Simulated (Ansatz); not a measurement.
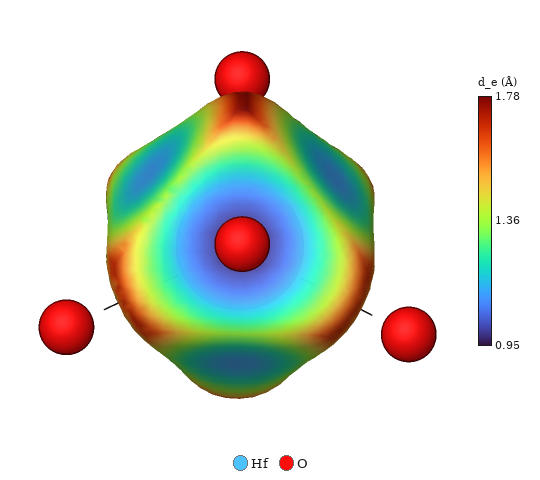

Hirshfeld surface computed for one Hf atom in HfO2 in space group P4_2/nmc, coloured by d_e. Dashed lines lead to the closest neighbours outside.

The surface is where the fragment's share of the procrystal density (the sum of the densities of spherically averaged neutral Hartree-Fock atoms) equals one half. d_i and d_e are the distances from the surface to the nearest nucleus inside and outside. From Rb on the atoms have core potentials, so only their outer electrons count.

Source of the atomic positions: coordinates from a relaxation with DFT, PAW plane waves, pbe (Ansatz); the starting structure was generated, so it need not be a known form of this composition.

```yaml
crystal:
  lattice:
    - [3.60454, 0.00000, 0.00000]
    - [0.00000, 3.60454, 0.00000]
    - [0.00000, 0.00000, 5.26482]
  atoms:
    - { symbol: O, position: [0.00000, 0.50000, 0.19320] }
    - { symbol: O, position: [0.00000, 0.50000, 0.69320] }
    - { symbol: O, position: [0.50000, 0.00000, 0.30680] }
    - { symbol: O, position: [0.50000, 0.00000, 0.80680] }
    - { symbol: Hf, position: [0.00000, 0.00000, 0.00000] }
    - { symbol: Hf, position: [0.50000, 0.50000, 0.50000] }
```

Question: What is the shortest distance from the fragment to an atom outside it?

Answer: Hf–O, 2.07 Å.

Question: How is the surface shared among contacts (nearest atom inside ··· nearest atom outside)?

Answer: Hf···O 100 %. The surface faces 8 neighbours with more than 2 % of its area each: 8 O.

Question: Give the size and shape of the surface.

Answer: It encloses about 12.0 Å³, has an area of about 28 Å² and a globularity of 0.90 (1 for a sphere).
